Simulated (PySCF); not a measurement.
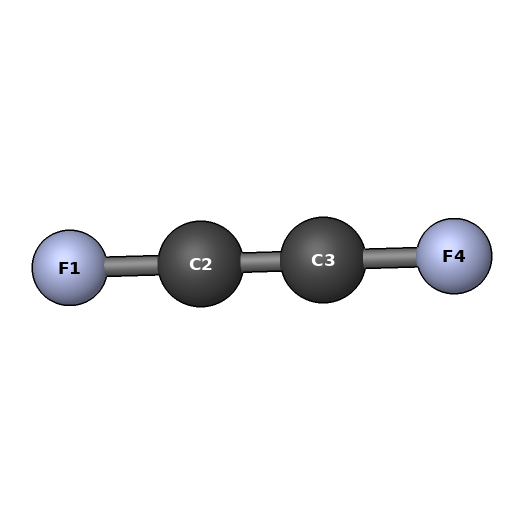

The geometry was computed by an optimisation with PBE0-D3(BJ)/def2-SVP. No frequency run is at hand to confirm it as a minimum. Level of theory: GIAO PBE/pcSseg-2 NMR shielding, non-relativistic, gas phase (PySCF 2.14.0). Principal shieldings σ11 ≤ σ22 ≤ σ33, span Ω = σ33 − σ11, skew κ = 3(σiso − σ22)/Ω.

Give the shielding tensors of the F atoms.

| atom | σ11 | σ22 | σ33 | σiso | Ω | κ |
| --- | --- | --- | --- | --- | --- | --- |
| F1, F4 | 437.4 | 437.4 | 489.4 | 454.7 | 52.0 | 1.00 |

Shieldings and span in ppm.
